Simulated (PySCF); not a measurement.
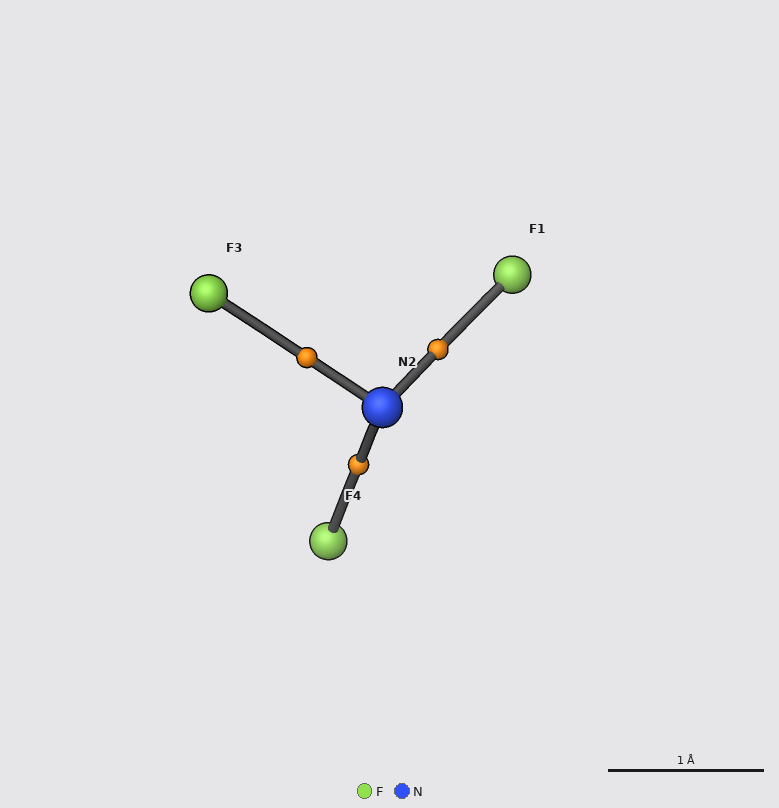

Figure. F₃N, SMILES `FN(F)F`. Molecular graph of the electron density (QTAIM): bond paths, bond critical points (orange), ring points (yellow, if any); weak paths are dashed.

Method: B3LYP/def2-SVPD; geometry: GFN2-xTB; program: PySCF. No frequency check shows the geometry to be a minimum.

Cartesian coordinates (Å):

```
F1       1.1559   -0.4204    0.1190
N2       0.0000   -0.0000   -0.4588
F3      -0.9421   -0.7908    0.1189
F4      -0.2139    1.2113    0.1189
```

### How many critical points of each kind are there, and does the count close?

4 nuclei, 3 bond, 0 ring and 0 cage critical points: 4 − 3 + 0 − 0 = 1, as the Poincaré–Hopf relation requires.

### Tabulate density, Laplacian, ellipticity and energy density at the bond critical points (atomic units).

```tsv
bond	length (Å)	ρ (a.u.)	∇²ρ (a.u.)	ε	H (a.u.)
F1–N2 (3 alike)	1.359	0.334	−0.31	0.11	−0.309
```

### What kind of interaction is F1–N2?

Shared-shell (covalent): ρ = 0.334, ∇²ρ = −0.31, H = −0.309 a.u.

Run time: 4.1 s on 1 thread of Intel(R) Xeon(R) 6975P-C (Granite Rapids) (shared host), peak memory 0.33 GiB.
